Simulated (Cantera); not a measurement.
Input: 1 mol SiH4, a varied amount of N2, held at 1148.15 K and 100 Torr.

Method: chemical equilibrium by Gibbs-energy minimisation in Cantera with the NASA 1993 tables (ideal gas, pure condensed phases). Candidate condensed phases: Si, Si3N4; 18 gas species. N2 is the only nitrogen source here; it is nearly inert below about 1500 K, so the nitride shown seldom forms there in practice. Mutual solubility and eutectic melting of coexisting phases are not modelled. Rates play no part.

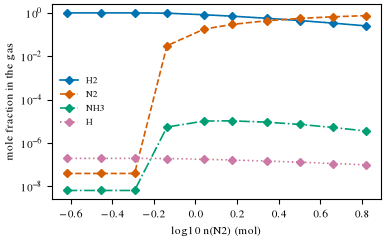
Figure: Equilibrium gas composition (values under 1e-9 drawn at 1e-9)

Problem. Read off the mole fractions at 2.2 mol N2.

Solution. H2 about 0.57, N2 about 0.43, NH3 about 9.2e-6, H about 1.5e-7.
